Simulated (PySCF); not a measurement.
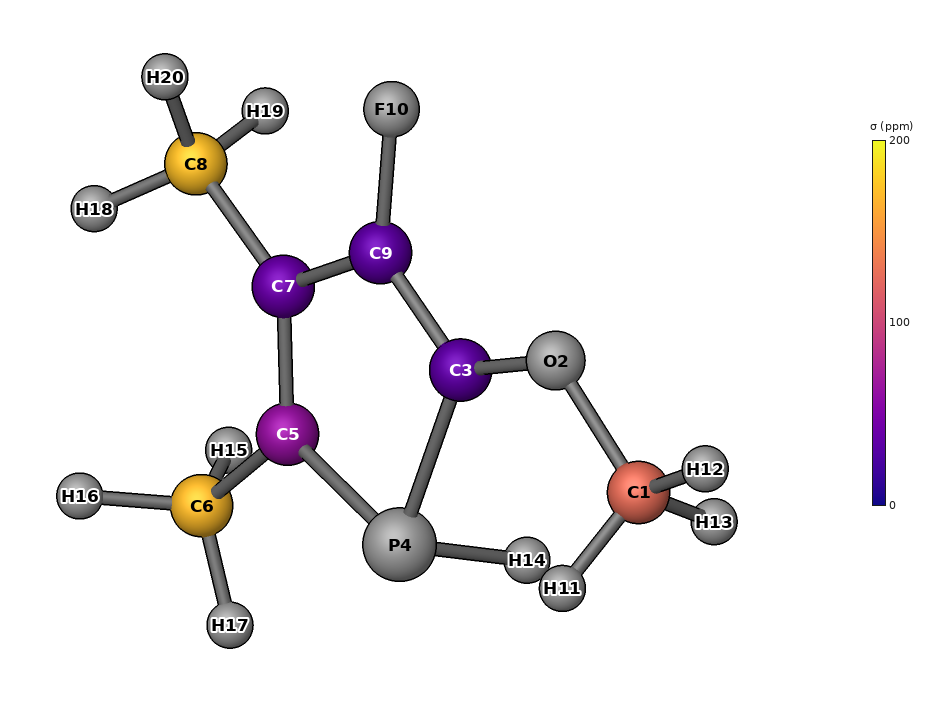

Atoms are coloured by their isotropic NMR shieldings (C only, the others grey). The geometry was computed by an optimisation with GFN2-xTB. No frequency run is at hand to confirm it as a minimum. Level of theory: GIAO PBE0/pcSseg-1 NMR shielding, non-relativistic, gas phase (PySCF 2.14.0).

Question: Which C atom is the most shielded (lowest chemical shift)?

Answer: C8 (173.2 ppm).

Question: Which C atom is the least shielded (highest chemical shift)?

Answer: C9 (34.8 ppm).

Question: How wide is the range of C shifts?

Answer: 138.4 ppm.

Give the isotropic NMR shieldings of the C atoms atom by atom.

| atom | σ (ppm) |
| --- | --- |
| C1 | 126.7 |
| C3 | 35.0 |
| C5 | 63.6 |
| C6 | 170.7 |
| C7 | 39.8 |
| C8 | 173.2 |
| C9 | 34.8 |

The geometry is semi-empirical. Around P such bond lengths and angles can be off by a tenth of an ångström or more and by several degrees, and values that hang on the shape move with them.
